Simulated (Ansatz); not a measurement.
# HfC (Fm-3m) under biaxial strain in the (001) plane, part 2 of 2

Aim: how do the optical modes of HfC (Fm-3m) shift and split under this strain?

Ansatz 0.2.0; DFT PBEsol, scalar-relativistic, plane waves, PAW; PAW set soft_1.

So far. Step 3 (Tight relaxation): The forces vanish by symmetry and the pressure is 0.000 GPa, within the tolerances set. The cell now holds 12.22 Å³/atom.

The database entry behind the starting cell differs from later determinations by our own check (about 0.2 % long), so it need not match the best structure at ambient conditions.

## 4. Modes at rest

The force constants come from the linear response of the density to a displacement.

The modes at rest are the reference of the series.

File input.yaml:

```yaml
crystal:
  lattice:
    - [0.0, 2.3035800706, 2.3035800706]
    - [2.3035800706, 0.0, 2.3035800706]
    - [2.3035800706, 2.3035800706, 0.0]
  atoms:
    - { symbol: C, position: [0.0, 0.0, 0.0] }
    - { symbol: Hf, position: [0.5, 0.5, 0.5] }
kpoints:
  mp_grid: { grid: [16, 16, 16] }
hamiltonian:
  xc: pbesol
  pseudopotentials: { kind: paw, azcp: { folder: soft_1 }, xc_functional: pbe }
scf:
  occupations: { method: methfessel_paxton, width: 0.2 }
output:
  eigenvalues: true
phonons:
  method: dfpt
```

Launch:

```console
$ ansatz run input.yaml --threads 4 --pin off --max-ram 10240MiB --backend cpu --events-out ev --progress --plain --runs-dir out
```

Numbers of over 12 decimals in the logs are rounded to 6 here.

The program printed:

```text
[...]
Crystal: 2 atoms, lattice volume = 24.448 Å³
Basis set: ecut = 420 eV, 531 PW (Γ), exchange–correlation on 48×48×48 points (8 copies of the dense FFT grid, shifted against one another)
Bands: 19, of which v1, the nominal top of the filled ones, is band 15 counted from 1 (14 counted from 0)
Symmetry: 48 space group operations
k-points: 349 of 4096 (irreducible under 8 space group operations, time reversal used)
[...]
SCF iter   1: F=—  HF=-15848.059575 eV  |F-HF|=—  |Δ(HF+E_count)|=         —  Δρ=8.68e-2  dr2=2.49e0  ethr=3.10e-3  ⟨swp⟩=4.8  Hψ=28690  notcnv=0
[...]
SCF iter  11: F=-15847.482024 eV  HF=-15847.482024 eV  |F-HF|=0.00e0  |Δ(HF+E_count)|=  1.09e-11  S|Δr|=    0.00e0  Δρ=4.95e-8  dr2=3.57e-13  ethr=1.00e-12  ⟨swp⟩=8.0  Hψ=39678  notcnv=0
SCF 1 converged in 11 iterations: F = -15847.482024 eV  dr2 = 3.57e-13
[...]
DFPT response loops at Γ: preconditioner auto → Kerker (q_TF=auto, 2.823 Å⁻¹) (partly filled bands, converged f_vac=0.000); β = 1.00, the filter's whole step (`scf.mixing.beta` (0.50) is not read by the response loops under this deck's `scf.mixing.preconditioner`; to damp them name `kerker` or `kerker_dos`, under which they read `scf.mixing.beta`, and type it under 1.00, their step now; both keys bind the ground state too); Broyden in place of MSR1
SCF converged after 11 iterations
[...]
Free energy (F): -15847.482024 eV
[...]
Internal energy: -15847.481152 eV  (E = F + TS)
E sigma→0 (E₀):  -15847.481806 eV
Entropy (-TS):   -0.000872 eV (-0.436 meV/atom)
Fermi energy:    18.986593 eV
[...]
--- Band table (eV; the first three rows and the last of 349) ---
  k-point 0: bands = [... 11 lower, 8.1600, 20.0866, 20.0866, 20.0866, 20.3109, 20.3109, 20.3109, 22.4061]
  k-point 1: bands = [... 11 lower, 8.1601, 19.2644, 19.5206, 19.5206, 20.5588, 20.5588, 20.8876, 22.9341]
  k-point 2: bands = [... 11 lower, 8.1604, 18.1863, 18.6822, 18.6822, 20.9026, 20.9026, 21.3310, 24.0446]
  k-point 348: bands = [... 11 lower, 9.3795, 15.9305, 16.2262, 16.2262, 22.7171, 22.7171, 25.9108, 26.2530]
--- Phonons (Γ-DFPT): 2 representative perturbations + reference, on 349 of 4096 k-points (Σ response iterations 7) ---
  k mesh reduced under 8 symmetry operations, with k and −k counted as one. Each operation leaves every solved perturbation unchanged. A smaller set is not used because it would not reduce the number of displacements times k-points to solve
  ASR residual: 1.760e-5 → 0.000e0 eV/Å²; symmetrization residual: 6.881e-7 eV/Å²
  ASR residual per site (eV/Å²): 1.20e-5 1.76e-5
  Γ frequencies (cm⁻¹): 0.00 0.00 0.00 452.57 452.57 452.57
  non-analytic LO–TO correction: not included (Born effective charges unavailable; polar crystals: no LO–TO splitting at Γ)
```

It took 41 s on 4 threads of Intel Xeon at 2.50GHz (Skylake/Cascade Lake), shared host; peak memory 0.82 GiB.

The column dr2 measures how far the density is from self-consistency, as an energy; F and HF (Harris–Foulkes) agree once it is small.

Numbers from this step:

```
sum-rule residual before enforcement                    : 1.76e-5 eV/Å²
point group                                             : m-3m
highest optical mode at the zone centre (no LO-TO term) : 452.6 cm⁻¹
lowest optical zone-centre mode                         : 452.6 cm⁻¹
```

Patterns of degenerate modes are one choice out of their space. The modes at Γ (shares of kinetic energy by element, %):

| mode | frequency (cm⁻¹) | symmetry | C % | Hf % |
| --- | --- | --- | --- | --- |
| 1 | 0.0 | acoustic | 6 | 94 |
| 2 | 0.0 | acoustic | 6 | 94 |
| 3 | 0.0 | acoustic | 6 | 94 |
| 4 | 452.6 | T1u | 94 | 6 |
| 5 | 452.6 | T1u | 94 | 6 |
| 6 | 452.6 | T1u | 94 | 6 |

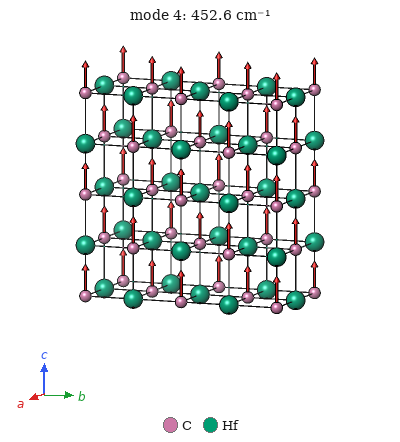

Displacement patterns of mode 4 at Γ; arrows are exaggerated. 1×2×2 conventional cells are drawn. Some periodic images of atoms are drawn too.

Before it was imposed, the acoustic sum rule was missed by 1.8e-5 eV/Å². Small misses are needed for a sound result but don't prove that mesh and cutoff are converged. The lowest optical mode is real, 453 cm⁻¹.

## 5. A member of the series: biaxial strain of +4 % in the (001) plane

The cell takes a biaxial strain of +4 % in the (001) plane. The strained lengths are held, while the rest of the cell and the atoms relax.

input.yaml, the sections that differ from step 4:

```yaml
crystal:
  lattice:
    - [0.0, 2.3957232734, 2.278301424]
    - [2.3957232734, 0.0, 2.278301424]
    - [2.3957232734, 2.3957232734, 0.0]
  atoms:
    - { symbol: C, position: [0.0, 0.0, 0.0] }
    - { symbol: Hf, position: [0.5, 0.5, 0.5] }
  conventional_axes: [[-1, 1, 1], [1, -1, 1], [1, 1, -1]]
output:
  forces: true
  stress: true
  eigenvalues: true
relax:
  adjacent_minimum: "off"
  f_tol: 0.001
  max_steps: 60
  cell: { stress_tol: 0.01, fix: [a, b, gamma] }
# kpoints, hamiltonian, scf: as in step 4
# phonons: removed
```

The program printed:

```text
[...]
Crystal: 2 atoms, lattice volume = 26.153 Å³
Basis set: ecut = 420 eV, 519 PW (Γ), exchange–correlation on 48×48×48 points (8 copies of the dense FFT grid, shifted against one another)
Bands: 19, of which v1, the nominal top of the filled ones, is band 15 counted from 1 (14 counted from 0)
Symmetry: 16 space group operations
[...]
k-points: 349 of 4096
[...]
k-point 348: bands = [... 11 lower, 7.5154, 15.4536, 15.8948, 17.3932, 17.3932, 22.8046, 24.0999, 24.0999]
--- Relaxed structure (4 steps of the walk, 4 accepted, 2 SCFs on fresh bases) ---
[...]
cell:  # Å, volume = 26.0637 Å³
    - [0, 2.3957232734, 2.270562]
    - [2.3957232734, 0, 2.270562]
    - [2.3957232734, 2.3957232734, 0]
  atoms:
    - { symbol: C, position: [0, 0, 0] }
    - { symbol: Hf, position: [0.5, 0.5, 0.500000] }
[key lines of the parts left out:]
SCF converged after 5 iterations
Free energy (F): -15847.353692 eV
Fermi energy:    17.720108 eV
P = ⅓ Tr σ = -12.7947 GPa (-127.947 kbar)
```

Wall time 39 s (4 threads); peak memory 0.51 GiB; 2.2 min of CPU time.

Step by step:

| step | energy less that of the first step (eV) | largest force component (eV/Å) | pressure (GPa) | volume (Å³) |
| --- | --- | --- | --- | --- |
| 1 | 0.0000 | 0.0000 | -13.59 | 26.15 |
| 2 | -0.0006 | 0.0000 | -12.61 | 26.04 |
| 3 | -0.0006 | 0.0000 | -12.80 | 26.06 |
| 4* | -0.0005 | 0.0000 | -12.80 | 26.06 |
| 5 | -0.0005 | 0.0000 | -12.79 | 26.06 |
| 6* | -0.0005 | 0.0000 | -12.79 | 26.06 |

Relaxation steps marked * repeat the geometry before them on a plane-wave basis chosen anew for their cell, so energy and pressure can jump there.

Forces are held to the 16 operations that the run works with; a distortion that breaks them can't arise in this run.

| conventional cell, symmetrised | before | after | change |
| --- | --- | --- | --- |
| a (Å) | 3.388 | 3.388 | -0.0 % |
| b (Å) | 3.388 | 3.388 | -0.0 % |
| c (Å) | 4.557 | 4.541 | -0.3 % |
| volume (Å³/atom) | 13.08 | 13.03 | -0.3 % |

Final coordinates:

```cif
data_structure
_symmetry_space_group_name_H-M 'P 1'
_symmetry_Int_Tables_number 1
_cell_length_a 3.3007
_cell_length_b 3.3007
_cell_length_c 3.3881
_cell_angle_alpha 59.121
_cell_angle_beta 59.121
_cell_angle_gamma 61.758
_cell_volume 26.06
loop_
_atom_site_label
_atom_site_type_symbol
_atom_site_fract_x
_atom_site_fract_y
_atom_site_fract_z
_atom_site_occupancy
C1 C 0.00000 0.00000 0.00000 1
Hf2 Hf 0.50000 0.50000 0.50000 1
```

Numbers from this step:

| Item | Value |
| --- | --- |
| pressure | -12.79 GPa |
| volume per atom | 13.03 Å³ |

The forces vanish by symmetry.

## 6. Modes of this member: biaxial strain of +4 % in the (001) plane

The zone-centre modes follow for biaxial strain of +4 % in the (001) plane.

input.yaml, the sections that differ from step 5:

```yaml
crystal:
  lattice:
    - [0.0, 2.3957232734, 2.2705621623]
    - [2.3957232734, 0.0, 2.2705621623]
    - [2.3957232734, 2.3957232734, 0.0]
  atoms:
    - { symbol: C, position: [0.0, 0.0, 0.0] }
    - { symbol: Hf, position: [0.5, 0.5, 0.5] }
output:
  eigenvalues: true
phonons:
  method: dfpt
# kpoints, hamiltonian, scf: as in step 5
# relax: removed
```

The program printed:

```text
zone centre: on kpoints.mp_grid the ground state, and the responses unless they are solved on pairs of k-points, stand on 621 of the mesh's 4096 k-points, reduced under 8 symmetry operations, with k and −k counted as one. Each operation leaves every solved displacement unchanged or reverses it
[...]
Crystal: 2 atoms, lattice volume = 26.064 Å³
Basis set: ecut = 420 eV, 519 PW (Γ), exchange–correlation on 48×48×48 points (8 copies of the dense FFT grid, shifted against one another)
Bands: 19, of which v1, the nominal top of the filled ones, is band 15 counted from 1 (14 counted from 0)
Symmetry: 16 space group operations
k-points: 621 of 4096 (irreducible under 8 space group operations)
[...]
SCF iter   1: F=—  HF=-15847.919539 eV  |F-HF|=—  |Δ(HF+E_count)|=         —  Δρ=8.25e-2  dr2=2.49e0  ethr=3.10e-3  ⟨swp⟩=4.6  Hψ=48985  notcnv=0
[...]
SCF iter  11: F=-15847.353692 eV  HF=-15847.353692 eV  |F-HF|=3.64e-12  |Δ(HF+E_count)|=  1.09e-11  S|Δr|=    0.00e0  Δρ=1.29e-7  dr2=1.47e-12  ethr=1.00e-12  ⟨swp⟩=6.9  Hψ=65637  notcnv=0
SCF 1 converged in 11 iterations: F = -15847.353692 eV  dr2 = 1.47e-12
[...]
SCF converged after 11 iterations
[...]
Free energy (F): -15847.353692 eV
[...]
Internal energy: -15847.353707 eV  (E = F + TS)
E sigma→0 (E₀):  -15847.353696 eV
Entropy (-TS):   0.000016 eV (0.008 meV/atom)
Fermi energy:    17.720108 eV
[...]
--- Band table (eV; the first three rows and the last of 621) ---
  k-point 0: bands = [... 11 lower, 6.5953, 18.6633, 18.6633, 18.8464, 18.8464, 18.9281, 19.3868, 20.5903]
  k-point 1: bands = [... 11 lower, 6.5944, 17.9379, 18.0894, 18.3508, 19.1264, 19.3219, 19.6382, 21.0809]
  k-point 2: bands = [... 11 lower, 6.5943, 16.9043, 17.3029, 17.5645, 19.4749, 19.6560, 19.9707, 22.0997]
  k-point 620: bands = [... 11 lower, 7.5154, 15.4536, 15.8948, 17.3932, 17.3932, 22.8046, 24.0999, 24.0999]
[...]
ASR residual: 4.116e-5 → 0.000e0 eV/Å²; symmetrization residual: 1.033e-6 eV/Å²
  ASR residual per site (eV/Å²): 2.05e-5 4.12e-5
  Γ frequencies (cm⁻¹): 0.00 0.00 0.00 334.14 334.14 497.84
[...]
```

Elapsed: 93 s, on 4 threads; peak memory 1.2 GiB; 4.6 min of CPU time.

Numbers from this step:

```
sum-rule residual before enforcement                    : 4.12e-5 eV/Å²
point group                                             : 4/mmm
highest optical mode at the zone centre (no LO-TO term) : 497.8 cm⁻¹
lowest optical zone-centre mode                         : 334.1 cm⁻¹
```

Patterns of degenerate modes are one choice out of their space. The modes at Γ (shares of kinetic energy by element, %):

| mode | frequency (cm⁻¹) | symmetry | C % | Hf % |
| --- | --- | --- | --- | --- |
| 1 | 0.0 | acoustic | 6 | 94 |
| 2 | 0.0 | acoustic | 6 | 94 |
| 3 | 0.0 | acoustic | 6 | 94 |
| 4 | 334.1 | Eu | 94 | 6 |
| 5 | 334.1 | Eu | 94 | 6 |
| 6 | 497.8 | A2u | 94 | 6 |

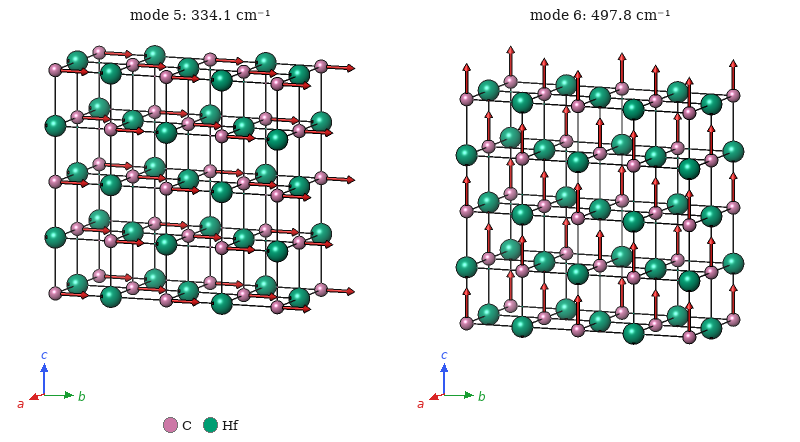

Displacement patterns of modes 5 and 6 at Γ; arrows are exaggerated. 1×2×2 conventional cells are drawn. Some periodic images of atoms are drawn too.

The lowest optical mode is real, 334 cm⁻¹, and the highest lies at 497.8 cm⁻¹.

For the highest optical mode at the zone centre (no LO-TO term), step 4 gave 453 cm⁻¹; this run, with strain 4 %, gives 498 cm⁻¹ (+10 %).

## 7. A member of the series: biaxial strain of -4 % in the (001) plane

The cell takes a biaxial strain of -4 % in the (001) plane. The strained lengths are held, while the rest of the cell and the atoms relax.

input.yaml, the sections that differ from step 6:

```yaml
crystal:
  lattice:
    - [0.0, 2.2114368678, 2.3311280687]
    - [2.2114368678, 0.0, 2.3311280687]
    - [2.2114368678, 2.2114368678, 0.0]
  atoms:
    - { symbol: C, position: [0.0, 0.0, 0.0] }
    - { symbol: Hf, position: [0.5, 0.5, 0.5] }
  conventional_axes: [[-1, 1, 1], [1, -1, 1], [1, 1, -1]]
output:
  forces: true
  stress: true
  eigenvalues: true
relax:
  adjacent_minimum: "off"
  f_tol: 0.001
  max_steps: 60
  cell: { stress_tol: 0.01, fix: [a, b, gamma] }
# kpoints, hamiltonian, scf: as in step 6
# phonons: removed
```

The program printed:

```text
[...]
Crystal: 2 atoms, lattice volume = 22.801 Å³
Basis set: ecut = 420 eV, 459 PW (Γ), exchange–correlation on 48×48×48 points (8 copies of the dense FFT grid, shifted against one another)
Bands: 19, of which v1, the nominal top of the filled ones, is band 15 counted from 1 (14 counted from 0)
Symmetry: 16 space group operations
[...]
k-points: 349 of 4096
[...]
k-point 348: bands = [... 11 lower, 9.8236, 17.4601, 18.2792, 20.7185, 20.7185, 26.1869, 27.8008, 27.8008]
--- Relaxed structure (5 steps of the walk, 5 accepted, 2 SCFs on fresh bases) ---
[...]
cell:  # Å, volume = 22.8904 Å³
    - [0, 2.2114368678, 2.340315]
    - [2.2114368678, 0, 2.340315]
    - [2.2114368678, 2.2114368678, 0]
  atoms:
    - { symbol: C, position: [0, 0, 0] }
    - { symbol: Hf, position: [0.5, 0.5, 0.5] }
[key lines of the parts left out:]
SCF converged after 5 iterations
Free energy (F): -15847.313582 eV
Fermi energy:    20.445800 eV
P = ⅓ Tr σ = 20.2703 GPa (202.703 kbar)
```

Elapsed: 48 s, on 4 threads; peak memory 0.49 GiB; 2.5 min of CPU time.

The steps of the relaxation:

| step | energy less that of the first step (eV) | largest force component (eV/Å) | pressure (GPa) | volume (Å³) |
| --- | --- | --- | --- | --- |
| 1 | 0.0000 | 0.0000 | 21.31 | 22.80 |
| 2 | -0.0004 | 0.0000 | 20.03 | 22.91 |
| 3 | -0.0005 | 0.0000 | 20.26 | 22.89 |
| 4 | -0.0005 | 0.0000 | 20.27 | 22.89 |
| 5* | -0.0006 | 0.0000 | 20.28 | 22.89 |
| 6 | -0.0006 | 0.0000 | 20.27 | 22.89 |
| 7* | -0.0006 | 0.0000 | 20.27 | 22.89 |

Relaxation steps marked * repeat the geometry before them on a plane-wave basis chosen anew for their cell, so energy and pressure can jump there.

Forces are held to the 16 operations that the run works with; a distortion that breaks them can't arise in this run.

| conventional cell, symmetrised | before | after | change |
| --- | --- | --- | --- |
| a (Å) | 3.127 | 3.127 | +0.0 % |
| b (Å) | 3.127 | 3.127 | +0.0 % |
| c (Å) | 4.662 | 4.681 | +0.4 % |
| volume (Å³/atom) | 11.40 | 11.45 | +0.4 % |

Final coordinates:

```xyz
2
Lattice="0.0000 2.2114 2.3403 2.2114 0.0000 2.3403 2.2114 2.2114 0.0000" Properties=species:S:1:pos:R:3 pbc="T T T"
C     0.0000    0.0000    0.0000
Hf    2.2114    2.2114    2.3403
```

This step gave:

```yaml
pressure: 20.27 GPa
volume_per_atom: 11.45 Å³
```

The forces vanish by symmetry.

## 8. Zone-centre modes of the member: biaxial strain of -4 % in the (001) plane

The zone-centre modes follow for biaxial strain of -4 % in the (001) plane.

input.yaml, the sections that differ from step 7:

```yaml
crystal:
  lattice:
    - [0.0, 2.2114368678, 2.3403152638]
    - [2.2114368678, 0.0, 2.3403152638]
    - [2.2114368678, 2.2114368678, 0.0]
  atoms:
    - { symbol: C, position: [0.0, 0.0, 0.0] }
    - { symbol: Hf, position: [0.5, 0.5, 0.5] }
output:
  eigenvalues: true
phonons:
  method: dfpt
# kpoints, hamiltonian, scf: as in step 7
# relax: removed
```

The program printed:

```text
[...]
Crystal: 2 atoms, lattice volume = 22.890 Å³
Basis set: ecut = 420 eV, 459 PW (Γ), exchange–correlation on 48×48×48 points (8 copies of the dense FFT grid, shifted against one another)
Bands: 19, of which v1, the nominal top of the filled ones, is band 15 counted from 1 (14 counted from 0)
Symmetry: 16 space group operations
k-points: 621 of 4096 (irreducible under 8 space group operations)
[...]
k-point 2: bands = [... 11 lower, 9.8684, 19.4972, 19.8774, 20.1960, 22.2389, 22.5093, 22.8719, 25.0942]
  k-point 620: bands = [... 11 lower, 9.8236, 17.4601, 18.2792, 20.7185, 20.7185, 26.1869, 27.8008, 27.8008]
[...]
ASR residual: 3.646e-5 → 0.000e0 eV/Å²; symmetrization residual: 1.198e-6 eV/Å²
  ASR residual per site (eV/Å²): 3.65e-5 2.65e-7
  Γ frequencies (cm⁻¹): 0.00 0.00 0.00 389.94 574.81 574.81
[...]
[key lines of the parts left out:]
SCF converged after 11 iterations
Free energy (F): -15847.313582 eV
Fermi energy:    20.445799 eV
```

Run time: 79 s. Hardware: 4 threads; peak memory 1.1 GiB; 4.2 min of CPU time.

Numbers from this step:

| Quantity | Value |
| --- | --- |
| sum-rule residual before enforcement | 3.65e-5 eV/Å² |
| highest optical mode at the zone centre (no LO-TO term) | 574.8 cm⁻¹ |
| lowest optical zone-centre mode | 389.9 cm⁻¹ |

Patterns of degenerate modes are one choice out of their space. The modes at Γ (shares of kinetic energy by element, %):

| mode | frequency (cm⁻¹) | symmetry | C % | Hf % |
| --- | --- | --- | --- | --- |
| 1 | 0.0 | acoustic | 6 | 94 |
| 2 | 0.0 | acoustic | 6 | 94 |
| 3 | 0.0 | acoustic | 6 | 94 |
| 4 | 389.9 | A2u | 94 | 6 |
| 5 | 574.8 | Eu | 94 | 6 |
| 6 | 574.8 | Eu | 94 | 6 |

The lowest optical mode is real, 390 cm⁻¹, and the highest lies at 574.8 cm⁻¹.

For the highest optical mode at the zone centre (no LO-TO term), step 4 gave 453 cm⁻¹; this run, with strain -4 %, gives 575 cm⁻¹ (+27 %).

## 9. All members side by side

The members are set side by side, also those not shown above.

Stress is positive in compression; energies are extrapolated to zero smearing, and E0 is that at rest; the edges not held and the atoms are relaxed in each cell; all runs use 16×16×16 k points and Methfessel-Paxton smearing of 0.2 eV. State of the crystal along the series:

| strain (%) | in-plane stress (GPa) | free strain along [001] (%) | E - E0 (meV/atom) |
| --- | --- | --- | --- |
| -4 | 30.41 | 1.595 | 84.06 |
| -3 | 21.44 | 1.196 | 45.48 |
| -2 | 13.45 | 0.797 | 19.45 |
| -1 | 6.331 | 0.397 | 4.685 |
| 0 | -2.86e-4 | 0 | 0 |
| 1 | -5.657 | -0.3848 | 4.381 |
| 2 | -10.72 | -0.7497 | 17.02 |
| 3 | -15.22 | -1.097 | 37.16 |
| 4 | -19.19 | -1.433 | 64.06 |

Optical modes are counted from below at rest and tracked from member to member by their patterns, and modes that stay within 0.3 cm⁻¹ of each other stand once; labels, where given, are those at rest; the edges not held and the atoms are relaxed in each cell; all runs use 16×16×16 k points and Methfessel-Paxton smearing of 0.2 eV. Optical modes along the series:

| strain (%) | optical mode 1 T1u, doublet (cm⁻¹) | optical mode 2 T1u, singlet (cm⁻¹) |
| --- | --- | --- |
| -4 | 574.8 | 389.9 |
| -3 | 543.3 | 410.3 |
| -2 | 512 | 426.5 |
| -1 | 481.7 | 440.2 |
| 0 | 452.6 | 452.6 |
| 1 | 423.9 | 464.4 |
| 2 | 394.9 | 476 |
| 3 | 365.1 | 487.2 |
| 4 | 334.1 | 497.8 |

Value and slope at zero strain of a cubic (a lower polynomial where under five rows exist) through the rows within 2 % of rest. Slopes at rest:

| mode | frequency (cm⁻¹) | shift per percent of strain (cm⁻¹) | shift per GPa of compressive stress (cm⁻¹) |
| --- | --- | --- | --- |
| optical mode 1 T1u, doublet | 452.6 | -28.76 | 4.81 |
| optical mode 2 T1u, singlet | 452.6 | 11.97 | -2 |

## 10. Summary of results

```yaml
members: 9
highest_optical_mode_at_the_zone_centre_no_lo_to_term_at_rest: 452.6 cm⁻¹
biaxial_modulus_in_the_001_plane: 598 GPa
optical_mode_1_t1u_doublet_shift_per_percent: -28.76 cm⁻¹
optical_mode_2_t1u_singlet_shift_per_percent: 11.97 cm⁻¹
```

In words: The stress changes by 5.98 GPa for each percent, a biaxial modulus of 598 GPa in the (001) plane. For each percent the free edge responds with -0.39 %. The strain lowers the symmetry: the level at 452.6 cm⁻¹ splits, into 574.8 and 389.9 cm⁻¹ at -4 %. The fastest shift in the table of slopes is -28.8 cm⁻¹ for each percent (optical mode 1 T1u, doublet), or 4.8 cm⁻¹ for each GPa of compressive stress. For small strain, the measured shift of a line that Raman or infrared light can see, divided by its slope, estimates the stress, if the state of stress is of this kind. These are harmonic frequencies at zero temperature: anharmonic shifts, linewidths and thermal expansion are left out. Spin-orbit coupling is left out, which can matter for the heavy elements here. With no gap, or one that is small against the smearing, the frequencies hang on the k mesh and the smearing, most of all near Kohn anomalies. The PAW files were made for PBE; the program adapts parts of them to the functional of the run, but their partial waves stay those of PBE, an approximation that was not tested in this session. Only the zone centre was solved, so an instability at another wavevector cannot show here.

[Logs are printed without paths, hosts, clocks, repeated set-up lines and the standing remarks that a program may print on its own settings, such as how far it seeks lower states.]

[Hosts, paths, dates, database ids (printed as entryN), source tags and the programs' standing remarks are cut or masked in the printed files.]
